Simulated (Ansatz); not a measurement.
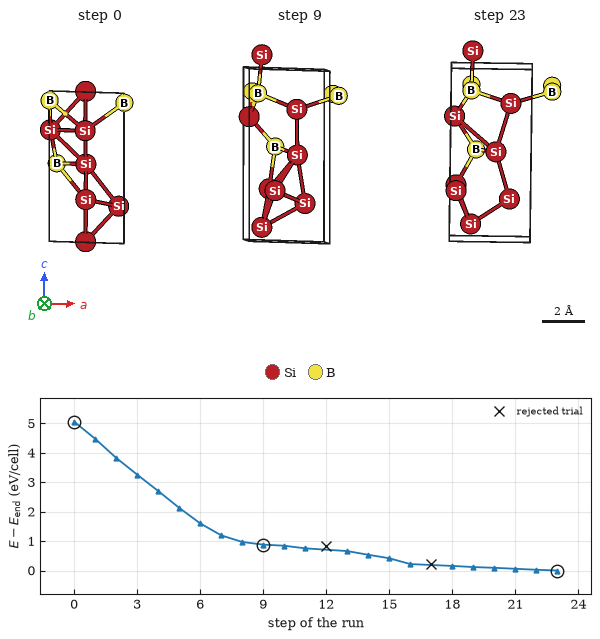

Frames of a relaxation of solid Si3B (built on the Cu3Au (L1_2)_221 type) (coarse preliminary run), marked on the history of the run. Style: ball-and-stick. Shown: the cell of the calculation, along the b axis.

These are results of DFT r2SCAN, scalar-relativistic, plane waves, PAW in Ansatz, not measurements.

Input
```yaml
crystal:
  lattice:
    - [-3.6124402481, 0.0550951711, -0.074777075]
    - [-0.074777075, 0.0120217069, -3.6173476856]
    - [0.1101903422, -7.261236878, 0.0240434139]
  atoms:
    - { symbol: Si, position: [0.0162478298, 0.5092794097, 0.7415792568] }
    - { symbol: Si, position: [0.9294625044, 0.5407655073, 0.2474176636] }
    - { symbol: Si, position: [0.4871670663, 0.4799949394, 1.0049011574] }
    - { symbol: Si, position: [0.4903896991, 0.4845892735, 0.5207692468] }
    - { symbol: Si, position: [0.4810083494, 1.0146872657, 0.7429232441] }
    - { symbol: Si, position: [0.4891261208, 0.9934149441, 0.2850571737] }
    - { symbol: B, position: [1.0057095313, 1.0105346556, 0.9365324519] }
    - { symbol: B, position: [1.1008888988, 0.9667340048, 0.5208198057] }
basis:
  ecutwfc: 500
kpoints:
  mp_grid: { grid: [6, 6, 4] }
hamiltonian:
  xc: r2scan
scf:
  occupations: { method: gaussian, width: 0.1 }
output:
  forces: true
  stress: true
  eigenvalues: true
relax:
  adjacent_minimum: "off"
  f_tol: 0.015
  max_steps: 120
  cell: { stress_tol: 0.15 }
```

Run as
```bash
ansatz run input.yaml --threads 1 --pin off --max-ram 2560MiB --backend cpu --events-out ev --progress --plain --runs-dir out
```

Describe the path.

The run was cut off at its time limit before the relaxation converged, so the last structure is only a point on the way. Over 21 accepted moves (23 points after the start) the energy falls by 5.060 eV per cell of the calculation. Largest force component: 1.6 eV/Å at the start, 0.33 eV/Å at the end. The pressure goes from 5.95 to 0.96 GPa. The line search rejected the trial steps at points 12, 17 of the run. The atom that moves furthest relative to the cell is Si6 (1.63 Å roughly along −a). By element the largest moves are Si 1.63 Å, B 1.50 Å. The drawn cell changes as follows: a 3.614 → 3.904 Å (+8.0 %), b 3.618 → 3.749 Å (+3.6 %), c 7.262 → 8.370 Å (+15.3 %), α 90.4° → 82.1°, β 91.7° → 90.0°, γ 87.6° → 88.0°; the volume changes by +27.9 %. Some distances before and after: Si3–B7 2.535 → 4.318 Å, Si1–Si3 2.751 → 4.525 Å, Si4–Si5 2.497 → 4.249 Å, Si1–B8 2.540 → 3.915 Å. New bonds form: Si3–B7 (2.52 → 1.96 Å). Bond angles that change, for instance: B7–Si1–B8 171.2° → 117.0°, Si2–Si6–B8 70.0° → 121.2°, Si2–Si6–B8 62.7° → 113.6°. The space group stays P1 (No. 1). From step 0 to 9: Si3 moves most (1.41 Å), volume +24.1 %, energy −4.181 eV per cell of the calculation. From step 9 to 23: Si6 moves most (0.93 Å), volume +3.1 %, energy −0.879 eV per cell of the calculation.
